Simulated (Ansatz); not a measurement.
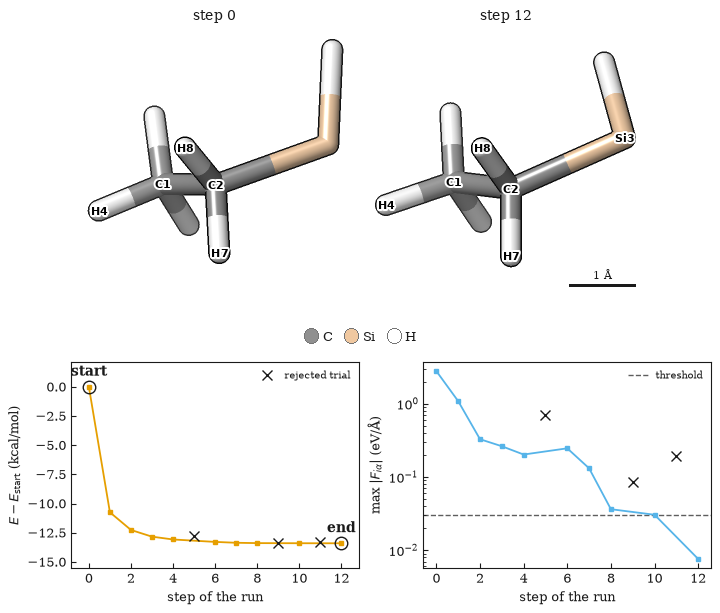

First and last geometry of a relaxation of C2H6Si (coarse preliminary run), with the history of the run. The picture is a stick view, seen from a free direction.

The start comes from a force field.

The calculation used RKS PBE-D4/def2-SVP in Ansatz. Set-up: force threshold 0.03 eV/Å; at most 200 steps.

Question: What do the curves and the structures tell?

Answer: It converged. The energy falls by 13.4 kcal/mol in 9 accepted moves (12 points after the start). Largest force component: 2.8 eV/Å at the start, 0.0076 eV/Å at the end. The line search rejected the trial steps at points 5, 9, 11 of the run. The largest move after the best rigid fit is that of an H atom, 0.43 Å. By element the largest moves are H 0.43 Å, Si 0.32 Å, C 0.09 Å. Among the contacts that change: C–C 1.456 → 1.531 Å, C–H 1.057 → 1.130 Å, C–Si 1.838 → 1.912 Å, H–Si 1.513 → 1.555 Å. Among the angles between lasting bonds that change: C–Si–H 113.0° → 94.3°, Si–C–H 107.9° → 95.2°, C–C–Si 115.1° → 122.8°. Groups turn about C–Si by about 25°.
